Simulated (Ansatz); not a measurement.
The figure comes from a scan of CdS (wurtzite): a phonon pattern at Γ is frozen into a 4-atom cell, Q being the largest atomic displacement. Computed with PBE (plane waves to 420 eV, PAW, scalar-relativistic; Ansatz, a program for electronic structure). k mesh 9×9×5 (Γ-centred), Fermi-Dirac smearing 0.05 eV. The energy includes the smearing's −TS. CdS was relaxed with its symmetry unable to fall. The zero of ΔE is the undisplaced structure.

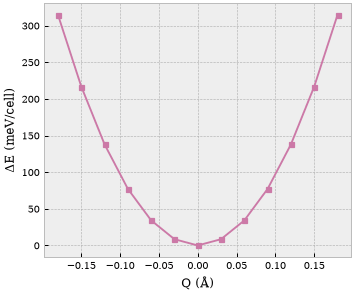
Fig. 1. ΔE (meV/cell) against Q (Å); markers are the computed points, lines only join them.

### Question
Read the plotted values off the figure, to the accuracy that the plot allows.

### Answer
To the nearest 5:

```csv
Q (Å),ΔE (meV/cell)
-0.180,315
-0.150,215
-0.120,140
-0.090,75
-0.060,35
-0.030,10
0.000,0
0.030,10
0.060,35
0.090,75
0.120,140
0.150,215
0.180,315
```

(A displaced cell: forces are minus the slopes of the energy, force constants its curvatures, and phonons follow from these.)
